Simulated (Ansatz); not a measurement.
# Which site? Ga in place of Al in glassy 43SiO2-23Al2O3-34BaO (mol %) (109 atoms), part 3 of 3

Aim: make Ga in place of Al at several sites of glassy 43SiO2-23Al2O3-34BaO (mol %) (109 atoms), relax each, and compare their energies.

Ansatz 0.2.0; Kohn-Sham DFT, PBE, PAW (set soft_2), plane waves.

The cell: 15 Si, 16 Al, 12 Ba and 66 O. The quench rate of 50 K/ps is orders of magnitude faster than experiment. The network of bonds at the start is that of the classical potential that made the cell. The Brillouin zone is sampled at Γ only, in a cell whose shortest periodic width is 12 Å. No spin–orbit coupling is included.

So far. Step 3 (Relaxation): The relaxation converged after 19 steps, 10.8 eV below its start, with a largest force component of 0.015 eV/Å. Step 5 (Ga on a site of Al, site Al27): The relaxation converged after 9 steps, 0.325 eV below its start, with a largest force component of 0.023 eV/Å.

### Step 6. Ga on a site of Al, site Al31

The site has 6 bonded neighbours (O6) at 1.95 Å on average. 

input.yaml

```yaml
crystal:
  lattice:
    - [11.62145, 0.0, 0.0]
    - [0.0, 11.62145, 0.0]
    - [0.0, 0.0, 11.62145]
  atoms:
    [... atom lines 1 to 27 left out ...]
    - { symbol: Al, position: [0.72389, 0.45876, 0.2257] }
    - { symbol: Al, position: [0.538, 0.37742, 0.77042] }
    - { symbol: Al, position: [0.60503, 0.67903, 0.38733] }
    - { symbol: Ga, position: [0.24714, 0.37541, 0.73506], spin: 0.6 }
    - { symbol: Ba, position: [0.78303, 0.11888, 0.82621] }
    - { symbol: Ba, position: [0.05309, 0.67658, 0.83953] }
    - { symbol: Ba, position: [0.05361, 0.05002, 0.37055] }
    [... atom lines 35 to 109 left out ...]
magnetization:
  spin_polarized: true
kpoints:
  mp_grid: { grid: [1, 1, 1] }
hamiltonian:
  xc: pbe
scf:
  occupations: { method: fermi_dirac, width: 0.025 }
  lower_state_search: "off"
output:
  forces: true
  eigenvalues: true
relax:
  f_tol: 0.05
  max_steps: 90
```

Started as:

```sh
ansatz run input.yaml --threads 4 --pin off --max-ram 8192MiB --backend cpu --events-out ev --progress --plain --runs-dir out
```

Numbers of over 12 decimals in the logs are rounded to 6 here.

The program printed:

```text
[...]
Crystal: 109 atoms, lattice volume = 1569.571 Å³
Basis set: ecut = 420 eV, 30839 PW (Γ), exchange–correlation on 160×160×160 points (8 copies of the dense FFT grid, shifted against one another)
Bands: 429, of which v1, the nominal top of the filled ones, is band 317 counted from 1 (316 counted from 0)
Symmetry: 1 space group operations
[...]
k-points: 1
[...]
Starting moments: Σ|m| = 4.2 μB on 7 of 109 sites
[...]
SCF iter   1: F=—  HF=-130427.785489 eV  |F-HF|=—  |Δ(HF+E_count)|=         —  Δρ=4.38e-2 (↑3.76e-2 ↓4.38e-2)  dr2=1.61e2  dr2_m=2.24e0  M=0.001 μB ∫|m|=0.748 μB  β_m=0.30  ethr=3.10e-3  ⟨swp⟩=9.0  Hψ=4691  notcnv=0  defer=175
[...]
SCF iter   3: F=—  HF=-130379.099848 eV  |F-HF|=—  |Δ(HF+E_count)|=    1.99e1  Δρ=1.45e-2 (↑1.45e-2 ↓1.38e-2)  dr2=1.51e1  dr2_m=6.24e-1  M=0.000 μB ∫|m|=0.596 μB  β_m=0.30  ethr=3.10e-3  ⟨swp⟩=4.0  Hψ=1950  notcnv=0  defer=206
[...]
SCF iter   7: F=—  HF=-130375.094779 eV  |F-HF|=—  |Δ(HF+E_count)|=   3.12e-2  Δρ=1.99e-3 (↑1.99e-3 ↓1.95e-3)  dr2=1.35e-2  dr2_m=5.30e-2  M=0.000 μB ∫|m|=0.175 μB  β_m=0.30  ethr=8.32e-6  ⟨swp⟩=3.5  Hψ=1364  notcnv=0  defer=208
[...]
SCF iter   9: F=—  HF=-130375.123469 eV  |F-HF|=—  |Δ(HF+E_count)|=   1.78e-2  Δρ=1.77e-4 (↑1.77e-4 ↓1.27e-4)  dr2=9.65e-4  dr2_m=1.76e-4  M=0.000 μB ∫|m|=0.020 μB  β_m=0.70  ethr=1.31e-6  ⟨swp⟩=2.5  Hψ=1282  notcnv=0  defer=208
[...]
SCF iter  12: F=-130375.124263 eV  HF=-130375.124265 eV  |F-HF|=2.33e-6  |Δ(HF+E_count)|=   1.58e-5  Δρ=1.72e-5 (↑1.53e-5 ↓1.72e-5)  dr2=1.44e-5  dr2_m=6.91e-7  M=0.000 μB ∫|m|=0.001 μB  β_m=0.74  ethr=7.70e-9  ⟨swp⟩=25.5  Hψ=7394  notcnv=0
SCF iter  13: F=-130375.124269 eV  HF=-130375.124268 eV  |F-HF|=8.25e-7  |Δ(HF+E_count)|=   2.90e-6  Δρ=6.65e-6 (↑6.65e-6 ↓5.30e-6)  dr2=1.80e-6  dr2_m=3.18e-7  M=0.000 μB ∫|m|=0.001 μB  ethr=2.26e-9  ⟨swp⟩=3.5  Hψ=2767  notcnv=0
[...]
SCF 1 converged in 13 iterations: F = -130375.124269 eV  dr2 = 1.80e-6
[...]
relax step   1: F+E_penalty+E_count = -130375.12426919 eV  Δ(F+E_penalty+E_count) = +0.000e0 eV  max|allowed force component| = 1.463e0 eV/Å  Δτ_max = 0.0000 Å  (13 SCF iters, dr2 threshold 6.25e-5 eV, accepted)
[...]
relax step   2: F+E_penalty+E_count = -130375.31750050 eV  Δ(F+E_penalty+E_count) = -1.932e-1 eV  max|allowed force component| = 6.575e-1 eV/Å  Δτ_max = 0.0610 Å  (5 SCF iters, dr2 threshold 1.00e-4 eV, accepted)
[...]
relax step   3: F+E_penalty+E_count = -130375.35372795 eV  Δ(F+E_penalty+E_count) = -3.623e-2 eV  max|allowed force component| = 2.456e-1 eV/Å  Δτ_max = 0.0662 Å  (7 SCF iters, dr2 threshold 2.70e-5 eV, accepted)
[...]
relax step   4: F+E_penalty+E_count = -130375.02435738 eV  Δ(F+E_penalty+E_count) = +3.294e-1 eV  max|allowed force component| = 5.606e-1 eV/Å  Δτ_max = 0.2000 Å  (8 SCF iters, dr2 threshold 8.41e-6 eV, rejected (line search))
[...]
relax step   5: F+E_penalty+E_count = -130375.38322863 eV  Δ(F+E_penalty+E_count) = -2.950e-2 eV  max|allowed force component| = 1.446e-1 eV/Å  Δτ_max = 0.0695 Å  (10 SCF iters, accepted)
[...]
relax step   6: F+E_penalty+E_count = -130375.32447598 eV  Δ(F+E_penalty+E_count) = +5.875e-2 eV  max|allowed force component| = 2.561e-1 eV/Å  Δτ_max = 0.0736 Å  (8 SCF iters, dr2 threshold 2.92e-6 eV, rejected (line search))
[...]
relax step   7: F+E_penalty+E_count = -130375.39019048 eV  Δ(F+E_penalty+E_count) = -6.962e-3 eV  max|allowed force component| = 4.232e-2 eV/Å  Δτ_max = 0.0241 Å  (9 SCF iters, accepted)
SCF converged after 9 iterations
Magnetization: 0.0000 μB (317.0000 up, 317.0000 down)
Absolute magnetization: 0.0000 μB (∫|ρ↑−ρ↓|, with the PAW one-centre terms)
[...]
Per-site moments (μB) at R_I (Å): [(7.380712203979628e-10, 0.665475), (-2.221074218445421e-10, 0.660828), (4.1889250001527747e-10, 0.645748), (9.306959012303959e-11, 0.665872), (1.0033936024287538e-9, 0.659633), [...]
Free energy (F): -130375.390190 eV
[...]
Internal energy: -130375.390190 eV  (E = F + TS)
E sigma→0 (E₀):  -130375.390190 eV
Fermi energy:    7.324623 eV
[...]
Σ components = -130375.390190   (vs F -130375.390190, Δ=0.00e0)
--- Forces (eV/Å), atoms counted from 1 ---
  atom   1  Si    -0.00545913     0.00519914     0.00798174
  atom   2  Si    -0.01029582    -0.00057820    -0.00388681
  atom   3  Si     0.00579689     0.00339738    -0.00765200
  atom   4  Si     0.01981005    -0.01045599    -0.00008319
[...]
atom 109  O     -0.01774448     0.00171111     0.01975071
  max |Σ_I F_I| component: 6.18e-5 eV/Å
--- Band table (eV) ---
[...]
--- Relaxed structure (7 steps of the walk, 5 accepted, 0 SCFs on fresh bases) ---
  F+E_penalty+E_count = -130375.39019048 eV   max|allowed force component| = 4.232e-2 eV/Å
  atoms:
    - { symbol: Si, position: [0.784734, 0.199213, 0.294449] }
    - { symbol: Si, position: [0.821398, 0.802602, 0.021212] }
    - { symbol: Si, position: [0.223928, 0.080970, 0.075078] }
    - { symbol: Si, position: [0.601629, 0.836930, 0.878788] }
[...]
- { symbol: O, position: [0.197674, 0.355365, 0.901358] }
```

Elapsed: 6.5 min, on 4 threads of Arm Neoverse V1, shared host; peak memory 3.7 GiB; 26 min of CPU time.

The relaxation converged after 7 steps, 0.266 eV below its start, with a largest force component of 0.042 eV/Å.

A closer look about the Ga atom, after relaxation: 12 atoms, nearest first, numbered in the order of the input, with positions taken from that point.

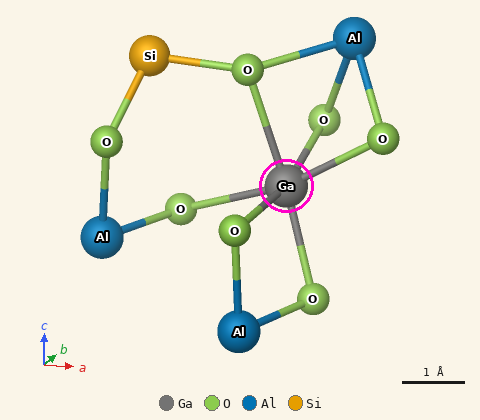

The atoms of the table, within 3.2 Å (arrows a, b, c point along x, y, z); some may hide others; the central atom is ringed.

```
atom      x      y      z  distance (Å)  bonds
Ga31   0.00   0.00   0.00          0.00      6
 O69   0.51  -0.14  -1.84          1.91      3
 O65   1.71  -0.09   0.97          1.96      4
 O60   0.02   1.89   0.65          2.00      4
 O92  -0.20  -2.05  -0.26          2.07      4
O109  -0.59  -0.24   1.98          2.08      3
 O56  -1.97   0.43  -0.66          2.12      3
Al20   0.84   1.00   2.32          2.66      6
Al27  -0.24  -1.73  -2.05          2.70      4
Si14  -2.22  -0.42   2.12          3.10      4
Al16  -2.81  -1.12  -0.83          3.13      4
 O75  -2.56  -1.62   0.94          3.17      4
```

The column of bonds counts only the pairs O-Al within 2.49 Å, O-Si within 2.08 Å, O-Ba within 3.38 Å, O-Ga within 2.50 Å; other neighbours, such as metal atoms beside each other in a compound, aren't counted, and periodic images can show an atom twice.

The largest move is 0.12 Å, by O69.

### Step 7. Ga on a site of Al, site Al24

The site has 4 bonded neighbours (O4) at 1.76 Å on average. 

Input and log are left out; they have the form of those shown for this kind of step.

The job ended after 8 min (4 threads of Arm Neoverse V1, shared host; peak memory 3.7 GiB; 32 min of CPU time).

The relaxation converged after 9 steps, 0.367 eV below its start, with a largest force component of 0.035 eV/Å.

Local excerpt of 10 atoms (numbers count through the whole input) about the Ga atom, after relaxation; x, y, z are measured from there.

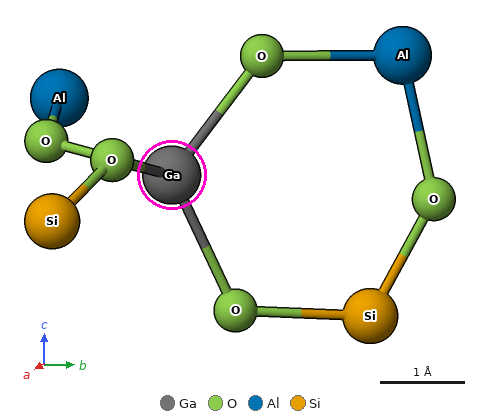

The atoms of the table, within 3.3 Å (arrows a, b, c point along x, y, z); some may hide others; the central atom is ringed.

```
atom      x      y      z  distance (Å)  bonds
Ga24   0.00   0.00   0.00          0.00      4
 O49  -0.51   1.00   1.40          1.80      3
 O59  -0.68  -1.67   0.30          1.82      3
O100  -0.49   0.68  -1.67          1.87      4
 O71   1.80  -0.36   0.37          1.88      4
Al28  -2.38  -1.85   0.62          3.08      4
 Si2  -1.25   2.18  -1.79          3.08      4
Al21  -1.40   2.54   1.34          3.20      4
 O82  -1.40   2.92  -0.38          3.26      2
 Si9   3.24  -0.81  -0.21          3.34      4
```

The column of bonds counts only the pairs O-Al within 2.48 Å, O-Si within 2.08 Å, O-Ba within 3.58 Å, O-Ga within 2.27 Å; other neighbours, such as metal atoms beside each other in a compound, aren't counted, and periodic images can show an atom twice.

The largest move is 0.14 Å, by O71.

### Step 8. Ga on a site of Al, site Al19

The site has 4 bonded neighbours (O4) at 1.77 Å on average. 

Input and log are left out; they have the form of those shown for this kind of step.

Run time: 6.3 min. Hardware: 4 threads of Arm Neoverse V1, shared host; peak memory 3.7 GiB; 25 min of CPU time.

The relaxation converged after 7 steps, 0.348 eV below its start, with a largest force component of 0.030 eV/Å.

### Step 9. Ga on a site of Al, site Al30

The site has 4 bonded neighbours (O4) at 1.76 Å on average. 

input.yaml, the sections that differ from step 6:

```yaml
crystal:
  lattice:
    - [11.62145, 0.0, 0.0]
    - [0.0, 11.62145, 0.0]
    - [0.0, 0.0, 11.62145]
  atoms:
    [... atom lines 1 to 26 left out ...]
    - { symbol: Al, position: [0.22959, 0.23066, 0.55765] }
    - { symbol: Al, position: [0.72389, 0.45876, 0.2257] }
    - { symbol: Al, position: [0.538, 0.37742, 0.77042] }
    - { symbol: Ga, position: [0.60503, 0.67903, 0.38733], spin: 0.6 }
    - { symbol: Al, position: [0.24714, 0.37541, 0.73506] }
    - { symbol: Ba, position: [0.78303, 0.11888, 0.82621] }
    - { symbol: Ba, position: [0.05309, 0.67658, 0.83953] }
    [... atom lines 34 to 109 left out ...]
# magnetization, kpoints, hamiltonian, scf, output, relax: as in step 6
```

The program printed:

```text
[...]
Crystal: 109 atoms, lattice volume = 1569.571 Å³
Basis set: ecut = 420 eV, 30839 PW (Γ), exchange–correlation on 160×160×160 points (8 copies of the dense FFT grid, shifted against one another)
Bands: 428, of which v1, the nominal top of the filled ones, is band 317 counted from 1 (316 counted from 0)
Symmetry: 1 space group operations
[...]
k-points: 1
[...]
Starting moments: Σ|m| = 3 μB on 5 of 109 sites
[...]
SCF iter   1: F=—  HF=-130427.139498 eV  |F-HF|=—  |Δ(HF+E_count)|=         —  Δρ=4.30e-2 (↑3.73e-2 ↓4.30e-2)  dr2=1.59e2  dr2_m=1.76e0  M=0.000 μB ∫|m|=0.496 μB  β_m=0.30  ethr=3.10e-3  ⟨swp⟩=9.0  Hψ=4735  notcnv=0  defer=170
[...]
SCF iter   3: F=—  HF=-130378.854506 eV  |F-HF|=—  |Δ(HF+E_count)|=    1.96e1  Δρ=1.40e-2 (↑1.40e-2 ↓1.35e-2)  dr2=1.49e1  dr2_m=4.72e-1  M=0.000 μB ∫|m|=0.324 μB  β_m=0.30  ethr=3.10e-3  ⟨swp⟩=4.0  Hψ=1630  notcnv=0  defer=208
[...]
SCF iter   7: F=—  HF=-130374.899298 eV  |F-HF|=—  |Δ(HF+E_count)|=   2.63e-2  Δρ=1.71e-3 (↑1.71e-3 ↓1.71e-3)  dr2=1.31e-2  dr2_m=3.90e-2  M=0.000 μB ∫|m|=0.121 μB  β_m=0.30  ethr=7.85e-6  ⟨swp⟩=2.0  Hψ=1266  notcnv=0  defer=206
[...]
SCF iter   9: F=—  HF=-130374.922393 eV  |F-HF|=—  |Δ(HF+E_count)|=   1.46e-2  Δρ=1.45e-4 (↑1.45e-4 ↓1.25e-4)  dr2=8.33e-4  dr2_m=1.41e-4  M=0.000 μB ∫|m|=0.014 μB  β_m=0.76  ethr=1.30e-6  ⟨swp⟩=3.0  Hψ=1284  notcnv=0  defer=206
[...]
SCF iter  12: F=-130374.923162 eV  HF=-130374.923164 eV  |F-HF|=2.04e-6  |Δ(HF+E_count)|=   1.71e-5  Δρ=1.48e-5 (↑1.30e-5 ↓1.48e-5)  dr2=1.04e-5  dr2_m=5.29e-7  M=0.000 μB ∫|m|=0.001 μB  β_m=0.82  ethr=5.32e-9  ⟨swp⟩=24.0  Hψ=7021  notcnv=0
SCF iter  13: F=-130374.923165 eV  HF=-130374.923166 eV  |F-HF|=1.24e-6  |Δ(HF+E_count)|=   2.41e-6  Δρ=8.46e-6 (↑8.46e-6 ↓7.63e-6)  dr2=3.17e-6  dr2_m=2.11e-7  M=0.000 μB ∫|m|=0.001 μB  ethr=1.64e-9  ⟨swp⟩=3.0  Hψ=2837  notcnv=0
[...]
SCF 1 converged in 13 iterations: F = -130374.923165 eV  dr2 = 3.17e-6
[...]
relax step   1: F+E_penalty+E_count = -130374.92316486 eV  Δ(F+E_penalty+E_count) = +0.000e0 eV  max|allowed force component| = 2.135e0 eV/Å  Δτ_max = 0.0000 Å  (13 SCF iters, dr2 threshold 6.25e-5 eV, accepted)
[... from here on, the SCF cycles and remarks between the steps are left out ...]
relax step   2: F+E_penalty+E_count = -130375.17717290 eV  Δ(F+E_penalty+E_count) = -2.540e-1 eV  max|allowed force component| = 9.332e-1 eV/Å  Δτ_max = 0.0616 Å  (5 SCF iters, dr2 threshold 1.00e-4 eV, accepted)
relax step   3: F+E_penalty+E_count = -130375.21638853 eV  Δ(F+E_penalty+E_count) = -3.922e-2 eV  max|allowed force component| = 3.319e-1 eV/Å  Δτ_max = 0.0650 Å  (7 SCF iters, dr2 threshold 5.44e-5 eV, accepted)
relax step   4: F+E_penalty+E_count = -130375.26337047 eV  Δ(F+E_penalty+E_count) = -4.698e-2 eV  max|allowed force component| = 2.386e-1 eV/Å  Δτ_max = 0.0716 Å  (6 SCF iters, dr2 threshold 1.39e-5 eV, accepted)
relax step   5: F+E_penalty+E_count = -130375.21875253 eV  Δ(F+E_penalty+E_count) = +4.462e-2 eV  max|allowed force component| = 7.150e-1 eV/Å  Δτ_max = 0.1459 Å  (8 SCF iters, dr2 threshold 7.20e-6 eV, rejected (line search))
relax step   6: F+E_penalty+E_count = -130375.28618104 eV  Δ(F+E_penalty+E_count) = -2.281e-2 eV  max|allowed force component| = 1.000e-1 eV/Å  Δτ_max = 0.0622 Å  (9 SCF iters, accepted)
relax step   7: F+E_penalty+E_count = -130375.28437614 eV  Δ(F+E_penalty+E_count) = +1.805e-3 eV  max|allowed force component| = 2.471e-1 eV/Å  Δτ_max = 0.1000 Å  (9 SCF iters, rejected (line search))
relax step   8: F+E_penalty+E_count = -130375.29277581 eV  Δ(F+E_penalty+E_count) = -6.595e-3 eV  max|allowed force component| = 2.630e-2 eV/Å  Δτ_max = 0.0485 Å  (9 SCF iters, accepted)
SCF converged after 9 iterations
Magnetization: 0.0000 μB (317.0000 up, 317.0000 down)
Absolute magnetization: 0.0000 μB (∫|ρ↑−ρ↓|, with the PAW one-centre terms)
[...]
Per-site moments (μB) at R_I (Å): [(2.4985920437359204e-9, 0.665619), (-1.300679829596952e-10, 0.660922), (-3.779901457386842e-10, 0.645563), (5.305718873435325e-10, 0.666132), (1.2325529479336335e-9, 0.659433), [...]
Free energy (F): -130375.292776 eV
[...]
Internal energy: -130375.292776 eV  (E = F + TS)
E sigma→0 (E₀):  -130375.292776 eV
Fermi energy:    7.334040 eV
[...]
Σ components = -130375.292776   (vs F -130375.292776, Δ=0.00e0)
--- Forces (eV/Å), atoms counted from 1 ---
  atom   1  Si     0.00777006     0.00126716     0.00339775
  atom   2  Si     0.00183188     0.00430402     0.00393083
  atom   3  Si     0.00034888     0.00453471     0.00190039
  atom   4  Si     0.00741089     0.00717856    -0.00585857
[...]
atom 109  O      0.00333241     0.00939627     0.00065425
  max |Σ_I F_I| component: 9.19e-5 eV/Å
--- Band table (eV) ---
[...]
--- Relaxed structure (8 steps of the walk, 6 accepted, 0 SCFs on fresh bases) ---
  F+E_penalty+E_count = -130375.29277581 eV   max|allowed force component| = 2.630e-2 eV/Å
  atoms:
    - { symbol: Si, position: [0.784976, 0.198305, 0.293549] }
    - { symbol: Si, position: [0.822216, 0.802757, 0.021520] }
    - { symbol: Si, position: [0.224517, 0.080749, 0.074335] }
    - { symbol: Si, position: [0.601741, 0.837102, 0.879724] }
[...]
- { symbol: O, position: [0.196135, 0.356305, 0.896555] }
```

Elapsed: 7.5 min, on 4 threads; peak memory 3.7 GiB; 30 min of CPU time.

The relaxation converged after 8 steps, 0.370 eV below its start, with a largest force component of 0.026 eV/Å.

### Step 10. Ga on a site of Al, site Al16

The site has 4 bonded neighbours (O4) at 1.80 Å on average. 

Input and log are left out; they have the form of those shown for this kind of step.

Wall time 6.5 min (4 threads of Arm Neoverse V1, shared host); peak memory 3.7 GiB.

The relaxation converged after 7 steps, 0.310 eV below its start, with a largest force component of 0.035 eV/Å.

### Step 11. The sites compared

All these cells hold the same atoms, so their energies can be compared with no chemical potential.

```
site  neighbours  mean distance (Å)  atoms within 6 Å  energy over the best site (eV)  before relaxation (eV)  gain on relaxing (eV)
Al16          O4               1.80                60                            0.00                    0.00                   0.31
Al27          O4               1.79                59                            0.07                    0.08                   0.32
Al31          O6               1.95                63                            0.23                    0.18                   0.27
Al19          O4               1.77                59                            0.30                    0.33                   0.35
Al24          O4               1.76                57                            0.32                    0.38                   0.37
Al30          O4               1.76                53                            0.33                    0.38                   0.37
```

Neighbours are those of the relaxed host within 2.49 Å (O-Al); other pairs aren't counted.

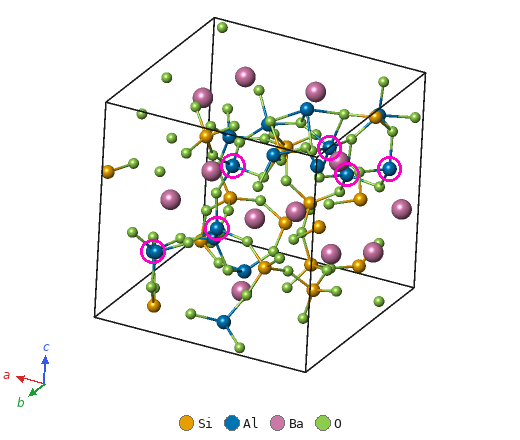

The relaxed cell with the tried sites ringed. Bonds to atoms that aren't drawn are left out. Some periodic images of atoms are drawn too.

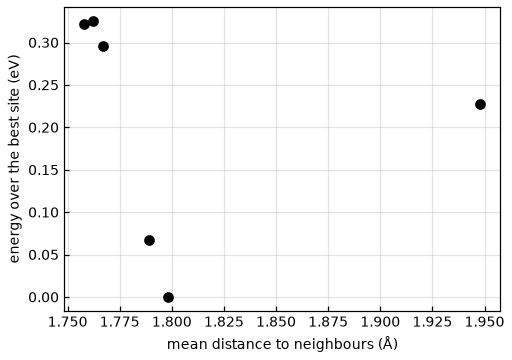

Site energy against the site's surroundings.

### Step 12. Outcome

The cheapest site is Al16 (4 neighbours, O4); the dearest, Al30 (4 neighbours, O4), costs 0.33 eV more. By coordination the energies over the best site are 0.00 to 0.33 eV with 4 neighbours and 0.23 eV with 6 neighbours. Relaxation gains 0.27 to 0.37 eV and leaves the best site the same.

Caveats: Defects are neutral and interact with their images. The reference ran with fermi-dirac smearing of 0.025 eV, but 6 of the 6 defect cells with fermi-dirac smearing of 0.025 eV, spin polarised. In a disordered cell the relaxation can also rearrange atoms far from the site. In the spin-polarised runs the search for a state of lower energy was switched off. Only 6 of the 16 Al sites were tried; unless symmetry makes the others alike to these, a cheaper one may exist. The pressure of 1.9 GPa shows the cell to be compressed for this functional.

The DFT runs together took 48 min of wall time.

[Logs are printed without paths, hosts, clocks, repeated set-up lines and the standing remarks that a program may print on its own settings, such as how far it seeks lower states.]

[Hosts, paths, dates, database ids (printed as entryN), source tags and the programs' standing remarks are cut or masked in the printed files.]
